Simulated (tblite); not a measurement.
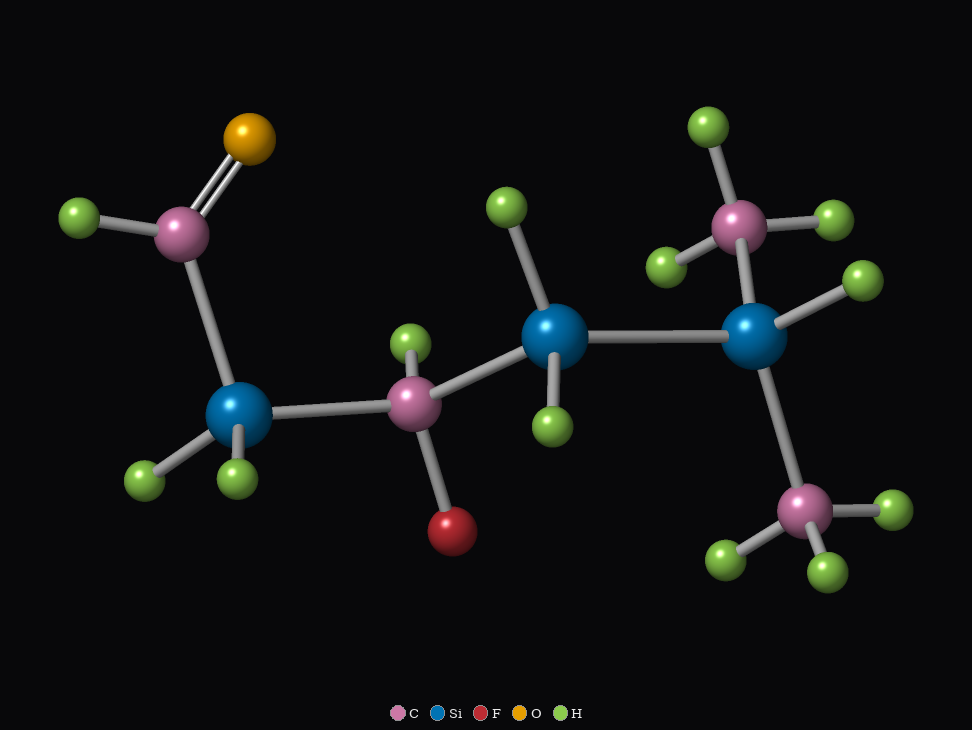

(Drawn from a calculation with tblite.)

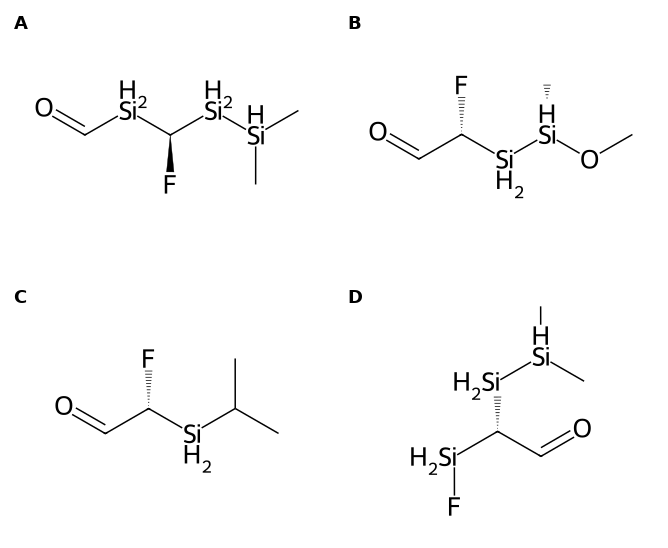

> The first picture shows one of the molecules drawn in the second. Which?

A, `C[SiH](C)[SiH2][C@@H](F)[SiH2]C=O`.
